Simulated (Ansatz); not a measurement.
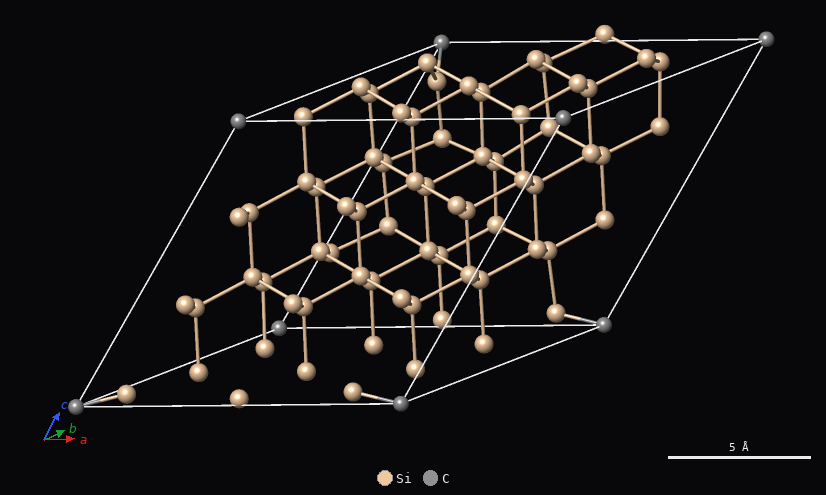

Drawn in the ball-and-stick manner and seen from a general direction. Thin lines show the simulation cell, with boundary atoms drawn in all their periodic places. Cell: a = 11.604 Å, b = 11.604 Å, c = 11.604 Å, α = 60.00°, β = 60.00°, γ = 60.00°.

The structure is one of Si₅₄C. Atoms per cell: 55 (54 Si, 1 C). Each C is bonded to three Si at about 1.8 Å. The bonds build a three-dimensional framework.

Starting structure: a structure listed in the Materials Project, repeated into a supercell with a point defect put in. The atoms were relaxed in a fixed cell with DFT PBE, scalar-relativistic, plane waves, PAW in Ansatz 0.2.0.
